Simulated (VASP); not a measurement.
# SiMo3 under strain, part 3 of 4

Aim: follow the pressure of SiMo3 through compression, expansion and shear. All runs use PBEsol. Left out of this account: 1 further run (self-consistent run: a reference on another mesh). The start is a cell from a database of measured crystal structures.

VASP 6.6.1; PBEsol; plane waves and PAW (Si, Mo_sv).

Still holding for the runs below: Spin-orbit coupling is off here; it would split degenerate levels.

So far, pressure (GPa): step 2 (bands, cell as listed) -4.52; step 3 (cell volume +4.0 %) -13.5; step 4 (cell volume +8.0 %) -20.7.

### 5. Bands, sheared, principal strains -1.8, +0.3, +1.6 %

The cell is sheared at fixed volume, which lowers its symmetry.

The input, INCAR:

```
SYSTEM = SiMo3
PREC = Accurate
ENCUT = 400
EDIFF = 1E-06
NELM = 100
ISMEAR = -1
SIGMA = 0.05
LREAL = .FALSE.
ALGO = Normal
GGA = PS
NBANDS = 69
LASPH = .TRUE.
LORBIT = 11
LWAVE = .FALSE.
LCHARG = .FALSE.
KPAR = 8
```

The input, POSCAR:

```
SiMo3
1.0
    4.9040280000      0.0775800000      0.0110770000
    0.0775800000      4.8695200000     -0.0249150000
    0.0110770000     -0.0249150000      4.8949040000
Si Mo
2 6
Direct
    0.0000000000      0.0000000000      0.0000000000
    0.5000000000      0.5000000000      0.5000000000
    0.2500000000      0.0000000000      0.5000000000
    0.5000000000      0.7500000000      0.0000000000
    0.7500000000      0.0000000000      0.5000000000
    0.5000000000      0.2500000000      0.0000000000
    0.0000000000      0.5000000000      0.7500000000
    0.0000000000      0.5000000000      0.2500000000
```

The input, KPOINTS:

```
Automatic mesh
0
Gamma
6 6 6
0 0 0
```

The input, KPOINTS_OPT:

```
Line mode
12
Line-mode
Reciprocal
 -0.50000000   0.00000000   0.00000000 X
  0.00000000   0.00000000   0.00000000 GAMMA

  0.00000000   0.00000000   0.00000000 GAMMA
  0.00000000   0.00000000  -0.50000000 Y

 -0.50000000   0.00000000  -0.50000000 L
  0.00000000   0.00000000   0.00000000 GAMMA

  0.00000000   0.00000000   0.00000000 GAMMA
  0.00000000  -0.50000000   0.50000000 Z

 -0.50000000  -0.50000000   0.50000000 N
  0.00000000   0.00000000   0.00000000 GAMMA

  0.00000000   0.00000000   0.00000000 GAMMA
  0.00000000  -0.50000000   0.00000000 M

 -0.50000000  -0.50000000   0.00000000 R
  0.00000000   0.00000000   0.00000000 GAMMA
```

The projector-augmented-wave data sets are Si and Mo_sv (PBE family, release 64).

On the command line:

```bash
$ mpirun -np 8 vasp_std
```

Output:

```text
[... set-up lines as in an earlier step ...]
 entering main loop
       N       E                     dE             d eps       ncg     rms          rms(c)
DAV:   1     0.949951826139E+03    0.94995E+03   -0.47092E+04 15712   0.112E+03
DAV:   2    -0.577657063352E+02   -0.10077E+04   -0.96897E+03 16925   0.408E+02
DAV:   3    -0.892989567835E+02   -0.31533E+02   -0.30667E+02 18112   0.732E+01
DAV:   4    -0.896274633194E+02   -0.32851E+00   -0.32739E+00 17300   0.718E+00
DAV:   5    -0.896305342785E+02   -0.30710E-02   -0.30701E-02 17393   0.693E-01    0.457E+01
DAV:   6    -0.854536213790E+02    0.41769E+01   -0.93052E+00 16421   0.143E+01    0.127E+01
DAV:   7    -0.850907920136E+02    0.36283E+00   -0.72137E-01 18002   0.333E+00    0.342E+00
DAV:   8    -0.850332080597E+02    0.57584E-01   -0.77358E-02 16512   0.116E+00    0.778E-01
DAV:   9    -0.850315100337E+02    0.16980E-02   -0.20532E-02 16953   0.103E+00    0.584E-01
DAV:  10    -0.850279848479E+02    0.35252E-02   -0.53116E-03 17169   0.533E-01    0.262E-01
DAV:  11    -0.850279346667E+02    0.50181E-04   -0.66185E-04 16986   0.141E-01    0.892E-02
DAV:  12    -0.850279435387E+02   -0.88720E-05   -0.34917E-05 17374   0.439E-02    0.383E-02
DAV:  13    -0.850279353195E+02    0.82192E-05   -0.25848E-05 16830   0.401E-02    0.179E-02
DAV:  14    -0.850279324031E+02    0.29164E-05   -0.41123E-06 14767   0.140E-02    0.185E-03
DAV:  15    -0.850279323925E+02    0.10599E-07   -0.22190E-07  8983   0.228E-03
   1 F= -.85027932E+02 E0= -.85010863E+02  d E =-.341381E-01
 Start KPOINTS_OPT (optional k-point list driver)
k-point batch [1-84\84]
       N       E                     dE             ncg
DAV:   1     0.103739716827E+05   -0.84643E+05    11728
DAV:   2    -0.751342642119E+05   -0.85508E+05    12702
DAV:   3    -0.777401360306E+05   -0.26059E+04    13331
DAV:   4    -0.777662695516E+05   -0.26134E+02    13060
DAV:   5    -0.777665558292E+05   -0.28628E+00    13070
DAV:   6    -0.777665630765E+05   -0.72473E-02    13479
DAV:   7    -0.777665632542E+05   -0.17779E-03    11562
DAV:   8    -0.777665632598E+05   -0.55785E-05     8991
DAV:   9    -0.777665632602E+05   -0.35635E-06     7683
```

Wall time 43 s (8 MPI ranks of Intel Xeon 6975P-C (Granite Rapids), shared host); peak memory 6.1 GiB.

From OUTCAR (step 5):

```text
   k-points           NKPTS =    112   k-points in BZ     NKDIM =    112   number of bands    NBANDS=     69

   ENCUT  =  400.0 eV  29.40 Ry    5.42 a.u.   8.00  7.94  7.98*2*pi/ulx,y,z

   NELECT =      92.0000    total number of electrons

 E-fermi :  12.6555

 k-point     1 :       0.0000    0.0000    0.0000
  band No.  band energies     occupation
    ...
     40      10.4036      2.00000
     41      10.4652      2.00000
     42      10.5225      2.00000
     43      11.0616      2.00000
     44      11.0958      2.00000
     45      13.7838      0.00000
     46      13.8853      0.00000
     47      13.9875      0.00000
     48      14.6779      0.00000
     49      15.0064      0.00000
    ...

  Total       -3.9082878     -2.0895427     -3.5385472     -2.6885434      0.8737459     -0.3940558
  in kB      -53.5842320    -28.6484887    -48.5149358    -36.8610352     11.9794150     -5.4026672
  external PRESSURE =     -43.5825522 kB  Pullay stress =       0.0000000 kB

 POSITION                                       TOTAL-FORCE (eV/Angst)
 -----------------------------------------------------------------------------------
      0.00000      0.00000      0.00000         0.000000      0.000000     -0.000000
      2.49634      2.46109      2.44053         0.000000      0.000000     -0.000000
      1.23155      0.00694      2.45022         0.013540     -0.051291      0.009859
      2.51020      3.69093     -0.01315        -0.054296      0.002857     -0.017968
      3.68356      0.04573      2.45576        -0.013540      0.051291     -0.009859
      2.47141      1.25617     -0.00069         0.054296     -0.002857      0.017968
      0.04710      2.41607      3.65872         0.009763      0.016851      0.010833
      0.04156      2.42853      1.21127        -0.009763     -0.016851     -0.010833
 -----------------------------------------------------------------------------------
    total drift:                                0.000000     -0.000000     -0.000000

  FREE ENERGIE OF THE ION-ELECTRON SYSTEM (eV)
  ---------------------------------------------------
  free  energy   TOTEN  =       -85.0279323925 eV

  energy  without entropy=      -84.9937942896  energy(sigma->0) =      -85.01086334

[... 1 part as in an earlier step ...]

[... 14 further parts left out ...]
```

The path and its labels are those of the sheared lattice, so a letter need not mean the same point as in the unstrained cell.

This step gave:

* SCF cycles: 15
* irreducible k-points: 112
* symmetry operations: 2
* free energy (TOTEN): -85.0279 eV
* energy at zero smearing: -85.0109 eV
* Fermi energy: 12.66 eV
* pressure: -4.358 GPa

The electronic bands at the labelled points (eV, zero at the Fermi level; # counts the bands kept, so #1 is VASP's band 25):

| point | #17 | #18 | #19 | #20 | #21 | #22 | #23 | #24 |
| --- | --- | --- | --- | --- | --- | --- | --- | --- |
| X | -2.48 | -2.44 | -1.73 | -1.72 | 0.22 | 0.24 | 0.93 | 0.93 |
| Γ | -2.19 | -2.13 | -1.59 | -1.56 | 1.13 | 1.23 | 1.33 | 2.02 |
| Y | -2.44 | -2.41 | -1.74 | -1.71 | 0.22 | 0.26 | 0.89 | 0.91 |
| jump to L | -1.27 | -1.26 | -1.12 | -0.93 | -0.89 | -0.74 | -0.65 | -0.50 |
| Γ | -2.19 | -2.13 | -1.59 | -1.56 | 1.13 | 1.23 | 1.33 | 2.02 |
| Z | -1.26 | -1.25 | -1.14 | -0.91 | -0.87 | -0.80 | -0.67 | -0.52 |
| jump to N | -1.77 | -1.76 | -1.26 | -1.25 | -1.22 | -1.19 | -1.16 | -1.15 |
| Γ | -2.19 | -2.13 | -1.59 | -1.56 | 1.13 | 1.23 | 1.33 | 2.02 |
| M | -2.47 | -2.46 | -1.70 | -1.69 | 0.23 | 0.24 | 0.91 | 0.91 |
| jump to R | -1.28 | -1.23 | -1.14 | -0.95 | -0.82 | -0.80 | -0.70 | -0.51 |
| Γ | -2.19 | -2.13 | -1.59 | -1.56 | 1.13 | 1.23 | 1.33 | 2.02 |

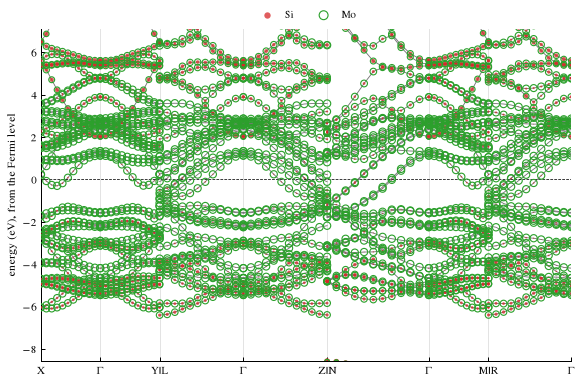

Electronic bands along the path; dots are coloured as in the legend, and their area grows with the weight.

Force by atom:

| atom | x (eV/Å) | y (eV/Å) | z (eV/Å) | size |
| --- | --- | --- | --- | --- |
| Si1 | 0.0000 | 0.0000 | 0.0000 | 0.0000 |
| Si2 | 0.0000 | 0.0000 | 0.0000 | 0.0000 |
| Mo3 | 0.0135 | -0.0513 | 0.0099 | 0.0540 |
| Mo4 | -0.0543 | 0.0029 | -0.0180 | 0.0573 |
| Mo5 | -0.0135 | 0.0513 | -0.0099 | 0.0540 |
| Mo6 | 0.0543 | -0.0029 | 0.0180 | 0.0573 |
| Mo7 | 0.0098 | 0.0169 | 0.0108 | 0.0223 |
| Mo8 | -0.0098 | -0.0169 | -0.0108 | 0.0223 |

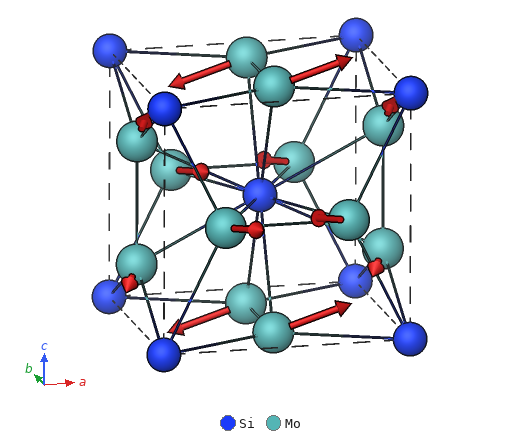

Force as arrows, the longest 0.0573 eV/Å. Some periodic images of atoms are drawn too.

 The pressure is -4.36 GPa, and the symmetry operations fall from 48 to 2.

### 6. Bands, volume times 0.96

The cell is compressed evenly, with fractional positions held.

INCAR is that of step 5.

POSCAR: that of step 5 with these lines changed.

```diff
@@ -2,5 +2,5 @@
 1.0
-    4.9040280000      0.0775800000      0.0110770000
-    0.0775800000      4.8695200000     -0.0249150000
-    0.0110770000     -0.0249150000      4.8949040000
+    4.8229243326      0.0000000000      0.0000000000
+    0.0000000000      4.8229243326      0.0000000000
+    0.0000000000      0.0000000000      4.8229243326
 Si Mo
```

KPOINTS is that of step 5.

The input, KPOINTS_OPT:

```
Line mode
12
Line-mode
Reciprocal
  0.00000000   0.00000000   0.00000000 GAMMA
  0.00000000   0.50000000   0.00000000 X

  0.00000000   0.50000000   0.00000000 X
  0.50000000   0.50000000   0.00000000 M

  0.50000000   0.50000000   0.00000000 M
  0.00000000   0.00000000   0.00000000 GAMMA

  0.00000000   0.00000000   0.00000000 GAMMA
  0.50000000   0.50000000   0.50000000 R

  0.50000000   0.50000000   0.50000000 R
  0.00000000   0.50000000   0.00000000 X

  0.50000000   0.50000000   0.00000000 M
  0.50000000   0.50000000   0.50000000 R
```

On the command line:

```bash
$ mpirun -np 8 vasp_std
```

Output:

```text
[... set-up lines as in an earlier step ...]
 entering main loop
       N       E                     dE             d eps       ncg     rms          rms(c)
DAV:   1     0.960077446543E+03    0.96008E+03   -0.46823E+04  2776   0.113E+03
DAV:   2    -0.574573713856E+02   -0.10175E+04   -0.97884E+03  3033   0.413E+02
DAV:   3    -0.891448556990E+02   -0.31687E+02   -0.30825E+02  3202   0.741E+01
DAV:   4    -0.894573272545E+02   -0.31247E+00   -0.31148E+00  3094   0.714E+00
DAV:   5    -0.894602140175E+02   -0.28868E-02   -0.28861E-02  3159   0.676E-01    0.503E+01
DAV:   6    -0.854562516015E+02    0.40040E+01   -0.86203E+00  2954   0.140E+01    0.150E+01
DAV:   7    -0.850898098259E+02    0.36644E+00   -0.74362E-01  3163   0.347E+00    0.377E+00
DAV:   8    -0.850334974077E+02    0.56312E-01   -0.61882E-02  2855   0.865E-01    0.637E-01
DAV:   9    -0.850317751281E+02    0.17223E-02   -0.40682E-03  3027   0.260E-01    0.302E-01
DAV:  10    -0.850316119594E+02    0.16317E-03   -0.44387E-04  3066   0.118E-01    0.114E-01
DAV:  11    -0.850316249479E+02   -0.12988E-04   -0.94822E-06  3046   0.152E-02    0.244E-02
DAV:  12    -0.850316220986E+02    0.28493E-05   -0.47739E-06  2957   0.107E-02    0.143E-03
DAV:  13    -0.850316218612E+02    0.23738E-06   -0.68820E-08  1645   0.116E-03
   1 F= -.85031622E+02 E0= -.85018475E+02  d E =-.262942E-01
 Start KPOINTS_OPT (optional k-point list driver)
k-point batch [1-20\72]
       N       E                     dE             ncg
DAV:   1     0.238656024131E+04   -0.20898E+05     2792
DAV:   2    -0.181684623760E+05   -0.20555E+05     3017
DAV:   3    -0.187959436423E+05   -0.62748E+03     3170
DAV:   4    -0.188017932139E+05   -0.58496E+01     3091
DAV:   5    -0.188018556531E+05   -0.62439E-01     3047
DAV:   6    -0.188018570397E+05   -0.13866E-02     3166
DAV:   7    -0.188018570832E+05   -0.43496E-04     2611
DAV:   8    -0.188018570853E+05   -0.21159E-05     2166
DAV:   9    -0.188018570855E+05   -0.11938E-06     1734
[...]
k-point batch [61-72\72]
       N       E                     dE             ncg
DAV:   1     0.170368334553E+05   -0.27470E+05     1688
DAV:   2     0.476628897806E+04   -0.12271E+05     1828
DAV:   3     0.439052401906E+04   -0.37576E+03     1870
DAV:   4     0.438731386687E+04   -0.32102E+01     1832
DAV:   5     0.438728436955E+04   -0.29497E-01     1837
DAV:   6     0.438728387847E+04   -0.49107E-03     1864
DAV:   7     0.438728386806E+04   -0.10413E-04     1613
DAV:   8     0.438728386783E+04   -0.23233E-06     1216
```

Elapsed: 19 s, on 8 MPI ranks; peak memory 2.3 GiB; 1.9 min of CPU time.

Parts of OUTCAR (step 6):

```text
   ENCUT  =  400.0 eV  29.40 Ry    5.42 a.u.   7.86  7.86  7.86*2*pi/ulx,y,z

   NELECT =      92.0000    total number of electrons

 E-fermi :  13.3151

 k-point     1 :       0.0000    0.0000    0.0000
  band No.  band energies     occupation
    ...
     40      11.0018      2.00000
     41      11.0018      2.00000
     42      11.0018      2.00000
     43      11.6499      2.00000
     44      11.6499      2.00000
     45      14.6214      0.00000
     46      14.6214      0.00000
     47      14.6214      0.00000
     48      15.5713      0.00000
     49      15.8260      0.00000
    ...

  Total        4.6658268      4.6658268      4.6658268      0.0000000      0.0000000     -0.0000000
  in kB       66.6358361     66.6358361     66.6358361      0.0000000      0.0000000     -0.0000000
  external PRESSURE =      66.6358361 kB  Pullay stress =       0.0000000 kB

 POSITION                                       TOTAL-FORCE (eV/Angst)
 -----------------------------------------------------------------------------------
      0.00000      0.00000      0.00000         0.000000     -0.000000     -0.000000
      2.41146      2.41146      2.41146         0.000000     -0.000000     -0.000000
      1.20573      0.00000      2.41146         0.000000      0.000000      0.000000
      2.41146      3.61719      0.00000         0.000000     -0.000000      0.000000
      3.61719      0.00000      2.41146        -0.000000     -0.000000     -0.000000
      2.41146      1.20573      0.00000        -0.000000      0.000000     -0.000000
      0.00000      2.41146      3.61719         0.000000      0.000000      0.000000
      0.00000      2.41146      1.20573        -0.000000     -0.000000     -0.000000
 -----------------------------------------------------------------------------------
    total drift:                                0.000000     -0.000000     -0.000000

  FREE ENERGIE OF THE ION-ELECTRON SYSTEM (eV)
  ---------------------------------------------------
  free  energy   TOTEN  =       -85.0316218612 eV

  energy  without entropy=      -85.0053276218  energy(sigma->0) =      -85.01847474

[... 5 parts as in an earlier step ...]

[... 11 further parts left out ...]
```

This step gave:

| Property | Result |
| --- | --- |
| SCF cycles | 13 |
| irreducible k-points | 20 |
| symmetry operations | 48 |
| free energy (TOTEN) | -85.0316 eV |
| energy at zero smearing | -85.0185 eV |
| Fermi energy | 13.32 eV |
| pressure | 6.664 GPa |

Electronic bands along the path, in eV, zero at the Fermi level; # counts the bands kept, so #1 is VASP's band 25:

| point | #19 | #20 | #21 | #22 | #23 | #24 | #25 | #26 |
| --- | --- | --- | --- | --- | --- | --- | --- | --- |
| Γ | -1.67 | -1.67 | 1.31 | 1.31 | 1.31 | 2.26 | 2.51 | 2.51 |
| X | -1.77 | -1.77 | 0.29 | 0.29 | 0.95 | 0.95 | 1.58 | 1.58 |
| M | -1.23 | -0.90 | -0.90 | -0.78 | -0.77 | -0.58 | -0.09 | 0.28 |
| Γ | -1.67 | -1.67 | 1.31 | 1.31 | 1.31 | 2.26 | 2.51 | 2.51 |
| R | -1.22 | -1.22 | -1.22 | -1.22 | -1.22 | -1.22 | 1.32 | 1.32 |
| X | -1.77 | -1.77 | 0.29 | 0.29 | 0.95 | 0.95 | 1.58 | 1.58 |
| jump to M | -1.23 | -0.90 | -0.90 | -0.78 | -0.77 | -0.58 | -0.09 | 0.28 |
| R | -1.22 | -1.22 | -1.22 | -1.22 | -1.22 | -1.22 | 1.32 | 1.32 |

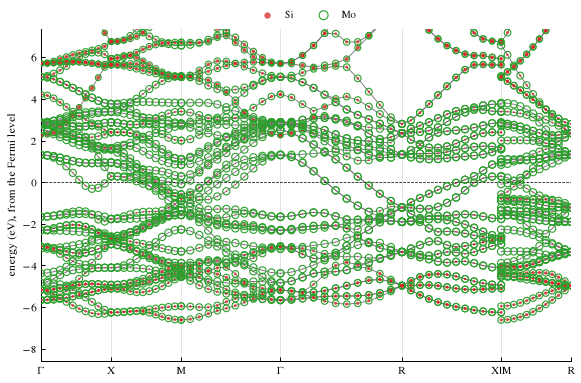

Electronic bands along the path; dots are coloured as in the legend, and their area grows with the weight.

 The pressure is 6.66 GPa.

For the pressure, step 2 gave -4.52 GPa; this run, with cell volume -4.0 %, gives 6.66 GPa.

[end of part 3 of 4]

[Lines on the potential files, build, host, timing and source positions are cut from VASP's logs without a mark.]

[Logs are printed without paths, hosts, clocks, repeated set-up lines and the standing remarks that a program may print on its own settings, such as how far it seeks lower states.]

[Hosts, paths, dates, database ids (printed as entryN), source tags and the programs' standing remarks are cut or masked in the printed files.]

[A measured line is paired with the nearest computed mode of its activity, which favours agreement.]
